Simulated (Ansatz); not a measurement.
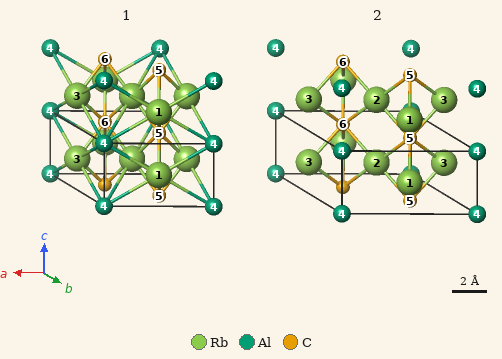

Two geometries of a crystal of Rb$_{3}$AlC$_{2}$ (built on the ScCo3B2 type) (coarse preliminary run), drawn at one scale. One is the start of a relaxation, the other its converged end. Style: ball-and-stick. Shown: the cell of the calculation, repeated 1 × 1 × 2 with one cell outlined, from a free direction.

All numbers below come from Ansatz, DFT PBE, scalar-relativistic, plane waves, PAW. Set-up: plane-wave cutoff 420 eV; k-point mesh 3 × 3 × 4; occupations gaussian; smearing width 0.1 eV; collinear spin; cell and atoms relaxed; force threshold 0.04 eV/Å; at most 70 steps.

> Which of the two is the end point?

Structure 2 is the relaxed one. Case: ScCo3B2 type (P6/mmm, No. 191). The atoms keep their places relative to the cell (all moves are under 0.005 Å). Cell: a = b 6.585 → 8.126 Å (+23.4 %), c 4.010 → 4.007 Å (−0.1 %). Volume +52.2 %. Some distances before and after: Rb1–Rb2 3.293 → 4.063 Å, Rb1–Al4 3.855 → 4.530 Å, Rb1–C5 2.763 → 3.085 Å. Among the angles between lasting bonds that change: Rb1–C6–Rb1 93.0° → 81.0°, C5–Rb2–C6 87.0° → 99.0°, C5–Rb2–C5 93.0° → 81.0°. The space group stays P6/mmm (No. 191). Over 6 accepted moves (8 points after the start) the energy falls by 262 meV per atom. All forces vanish by symmetry, so only the cell relaxes. The pressure goes from 8.54 to −0.02 GPa. At 2 points the geometry stayed and the basis and grid were re-selected for the new cell (energy shift of 25.7 meV per atom at most each time). Cost: 46 s on 1 thread of Arm Neoverse V2 (shared host), peak memory 0.49 GiB.

Limits of the set-up: the k-point mesh is coarse for a cell with partly filled bands.
